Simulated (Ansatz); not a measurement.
**B2PLYP/STO-3G run of CH2F2 (difluoromethane)**

Aim: the electronic atomisation energy of CH2F2 (difluoromethane) at B2PLYP/STO-3G, from 4 runs. 

The calculation is run with Ansatz 0.2.0.

44 further runs of the same task are left out: 1 that didn't finish, 43 set aside as unsound or not needed.

## 1. The structure to begin with

CH2F2: 5 atoms, total charge 0, spin state singlet. As SMILES, `FCF`. Geometry: relaxed at PBE0-D4/def2-TZVP.

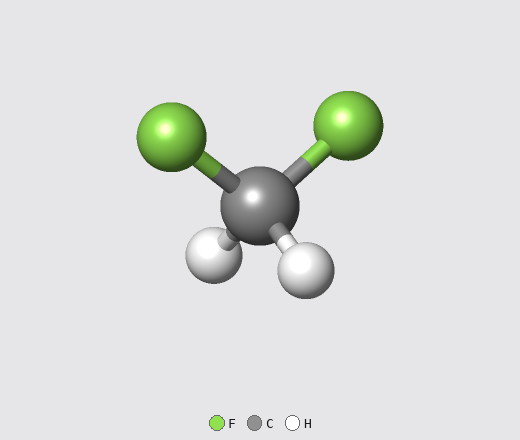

The structure, seen from a chosen angle (fluorine green, carbon grey, hydrogen white).

## 2. A single-point energy at B2PLYP/STO-3G

in.yaml reads:

```yaml
crystal:
  periodic: [false, false, false]
  atoms:
    - {symbol: F, position_ang: [-1.073300, 0.191200, 0.698300]}
    - {symbol: C, position_ang: [0.010100, -0.016900, -0.082300]}
    - {symbol: F, position_ang: [1.090500, -0.179200, 0.713200]}
    - {symbol: H, position_ang: [-0.142700, -0.932900, -0.659500]}
    - {symbol: H, position_ang: [0.165300, 0.864200, -0.711100]}
basis:
  gaussian:
    orbitals: STO-3G
hamiltonian:
  xc: {name: B2PLYP}
correlation:
  frozen_orbitals: {C: 1, F: 1, H: 0}
accuracy: high
```

Launch:

```
$ ansatz run in.yaml --threads 1 --pin off --max-ram 2610MiB --events-out events.jsonl --progress --plain --runs-dir runs
```

What it wrote:

```text
Warning: RAYON_NUM_THREADS=1 ignored (pool sized by the plan → 1); use --threads N
Functional definition: B2PLYP
  name "B2PLYP"
  parameter a = 0.53
  parameter c = 0.27
  exchange = (1 - a)*b88_x + a*exact_x
  correlation = (1 - c)*lyp_c + c*(mp2_os + mp2_ss)
295 factors; integrals over basis functions are off by at most 3.5e-8 eV
mean field evaluation 1: about -6399.8310 eV, gradient 2.5e1 eV
mean field evaluation 2: about -6399.8839 eV, gradient 2.6e1 eV
mean field evaluation 4: about -6402.0326 eV, gradient 6.4e-1 eV
mean field evaluation 8: about -6402.0335 eV, gradient 8.5e-4 eV
mean field evaluation 16: about -6402.0335 eV, gradient 1.8e-9 eV
mean field -6402.03352874 eV, -235.2703927271 hartree, gradient 2.2e-9 eV, S^2 0.000000; 0 other end points of the search recorded, 0 dependent functions left out
3 core orbitals not correlated: weight in the atoms' cores, before any rotation towards them, 1.000 or more for the frozen orbitals, at most 0.000 for the correlated occupied ones
reference -6402.03354169 eV, -235.2703932031 hartree; 10, 10 occupied and 4, 4 virtual orbitals, 295 factors
second order -2.95889991 eV of doubles, -0.00000000 eV of singles
Total energy: -6402.83244467 eV, -235.2997523459 hartree
```

Wall time 0.96 s (1 thread of Arm Neoverse V2, shared host); peak memory 0.094 GiB.

## 3. The C atom, same level

job.yaml reads:

```yaml
crystal:
  periodic: [false, false, false]
  atoms:
    - {symbol: C, position_ang: [0.000000, 0.000000, 0.000000]}
basis:
  gaussian:
    orbitals: STO-3G
magnetization:
  spin_polarized: true
  initial_magnetization: 2
hamiltonian:
  xc: {name: B2PLYP}
correlation:
  frozen_orbitals: {C: 1}
accuracy: high
```

Launch:

```
$ ansatz run job.yaml --threads 1 --pin off --max-ram 2610MiB --events-out events.jsonl --progress --plain --runs-dir runs
```

What it wrote:

```text
Warning: RAYON_NUM_THREADS=1 ignored (pool sized by the plan → 1); use --threads N
Functional definition: B2PLYP
  name "B2PLYP"
  parameter a = 0.53
  parameter c = 0.27
  exchange = (1 - a)*b88_x + a*exact_x
  correlation = (1 - c)*lyp_c + c*(mp2_os + mp2_ss)
15 factors; integrals over basis functions are off by at most 9.8e-10 eV
mean field evaluation 1: about -1015.0965 eV, gradient 6.4e-13 eV
mean field evaluation 2: about -1015.0965 eV, gradient 3.0e-12 eV
mean field -1015.09654004 eV, -37.3041097892 hartree, gradient 0.0e0 eV, S^2 2.000000; 0 other end points of the search recorded, 0 dependent functions left out
1 core orbitals not correlated: weight in the atoms' cores, before any rotation towards them, 1.000 or more for the frozen orbitals, at most 0.000 for the correlated occupied ones
reference -1015.09654847 eV, -37.3041100992 hartree; 3, 1 occupied and 1, 3 virtual orbitals, 15 factors
second order -0.37768834 eV of doubles, 0.00000000 eV of singles
Total energy: -1015.19852433 eV, -37.3078576427 hartree
```

Wall time 0.14 s (1 thread of Arm Neoverse V2, shared host).

## 4. The F atom at the same level

job.yaml reads:

```yaml
crystal:
  periodic: [false, false, false]
  atoms:
    - {symbol: F, position_ang: [0.000000, 0.000000, 0.000000]}
basis:
  gaussian:
    orbitals: STO-3G
total_charge: 0
magnetization:
  spin_polarized: true
  initial_magnetization: 1
hamiltonian:
  xc: {name: B2PLYP}
correlation:
  frozen_orbitals: {F: 1}
accuracy: high
```

Launch:

```
$ ansatz run job.yaml --threads 1 --pin off --max-ram 2610MiB --events-out events.jsonl --progress --plain --runs-dir runs
```

What it wrote:

```text
Warning: RAYON_NUM_THREADS=1 ignored (pool sized by the plan → 1); use --threads N
Functional definition: B2PLYP
  name "B2PLYP"
  parameter a = 0.53
  parameter c = 0.27
  exchange = (1 - a)*b88_x + a*exact_x
  correlation = (1 - c)*lyp_c + c*(mp2_os + mp2_ss)
15 factors; integrals over basis functions are off by at most 1.2e-9 eV
mean field evaluation 1: about -2671.8152 eV, gradient 1.3e-12 eV
mean field evaluation 2: about -2671.8159 eV, gradient 7.1e-12 eV
mean field -2671.81592848 eV, -98.1874243497 hartree, gradient 0.0e0 eV, S^2 0.750000; 0 other end points of the search recorded, 0 dependent functions left out
1 core orbitals not correlated: weight in the atoms' cores, before any rotation towards them, 1.000 or more for the frozen orbitals, at most 0.000 for the correlated occupied ones
reference -2671.81593295 eV, -98.1874245139 hartree; 4, 3 occupied and 0, 1 virtual orbitals, 15 factors
second order 0.00000000 eV of doubles, 0.00000000 eV of singles
Total energy: -2671.81593295 eV, -98.1874245139 hartree
```

It took 0.14 s on 1 thread of Arm Neoverse V2, shared host.

## 5. The H atom at the same level

input.yaml reads:

```yaml
crystal:
  periodic: [false, false, false]
  atoms:
    - symbol: H
      position_ang: [0.000000, 0.000000, 0.000000]
basis:
  gaussian: {orbitals: STO-3G}
accuracy: high
correlation: {frozen_orbitals: {H: 0}}
hamiltonian: {xc: {name: B2PLYP}}
magnetization: {spin_polarized: true, initial_magnetization: 1}
```

Run the same way, it converges to -0.46478 Eh (log not shown).

## 6. Outcome

At B2PLYP/STO-3G, 3 core orbitals frozen:

| quantity | value |
| --- | --- |
| molecule: total energy | -235.29975 Eh |
| C atom: total energy | -37.30786 Eh |
| C atom: ⟨S²⟩ | 2.000 |
| F atom: total energy | -98.18742 Eh |
| F atom: ⟨S²⟩ | 0.750 |
| H atom: total energy | -0.46478 Eh |
| H atom: ⟨S²⟩ | 0.750 |
| electronic atomisation energy | 18.708 eV |

What this shows: Taking the molecule apart into free atoms costs 18.71 eV (431 kcal/mol), before zero-point energy and without spin-orbit coupling. In a minimal basis such a difference can be off by several eV, whatever the method.
